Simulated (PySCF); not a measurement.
C6H7O (SMILES CC(C)C#C[C]=O) (doublet)

```xyz
14

C    -1.1440   -0.8613   -0.8113
C    -0.5766    0.3648   -0.0793
C    -0.4100    1.5502   -1.0399
C     0.6793    0.0771    0.5786
C     1.5551   -0.7302    0.9824
C     2.6227   -1.2250    1.5205
O     3.5074   -1.8706    1.9490
H    -1.2777   -1.6885   -0.1186
H    -0.4631   -1.1772   -1.5980
H    -2.1053   -0.6173   -1.2578
H    -1.2802    0.6592    0.7118
H    -0.0391    2.4244   -0.5103
H    -1.3653    1.7971   -1.4970
H     0.2963    1.2969   -1.8275
```

Geometry: GFN2-xTB.

The calculation used UKS B3LYP, pcH-1 on C H O, non-relativistic, mean-field spin-orbit, GIAO in PySCF.

### What will maps of the electron density, electron localisation function and spin density show?

C–O (1.18 Å): ρ at the midpoint is about 2.7 e/Å³; the ELF peaks at about 0.85 between the atoms: a multiple bond.
C–C (1.26 Å): ρ is about 2.2 e/Å³ halfway; the ELF peaks at about 0.90 between the atoms (a multiple bond).
C–H (1.09 Å): ρ is about 1.6 e/Å³ halfway; the ELF climbs to about 1 towards the hydrogen, as it does in any bond to H; a covalent bond by its length.
C–C (1.45 Å): the density is about 1.7 e/Å³ at the midpoint; the ELF peaks at about 0.95 between the atoms; a covalent bond.
The unpaired spin (1 electron) lies mostly on C4 (about 0.4), C6 (about 0.3) and O7 (about 0.2), in electrons by Hirshfeld's partition.

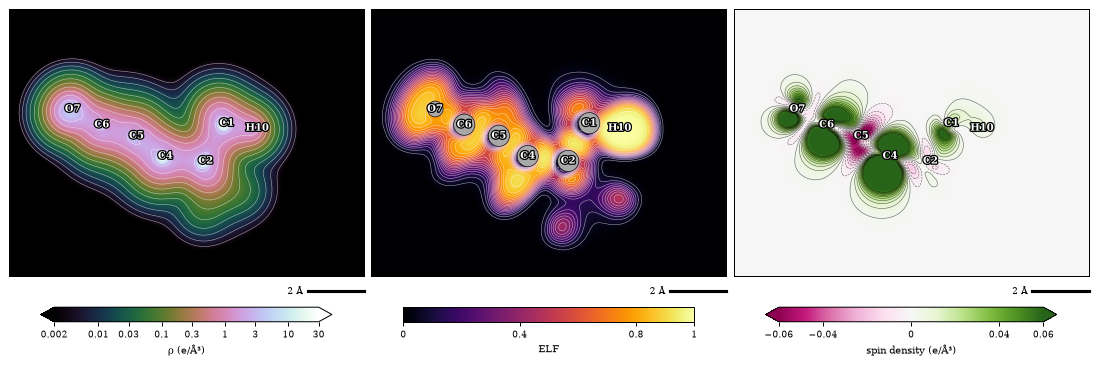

Computed electron density, electron localisation function and spin density on the plane of atoms C1, C2 and C4, in this order. Grey discs cover the atomic cores in the ELF map. 
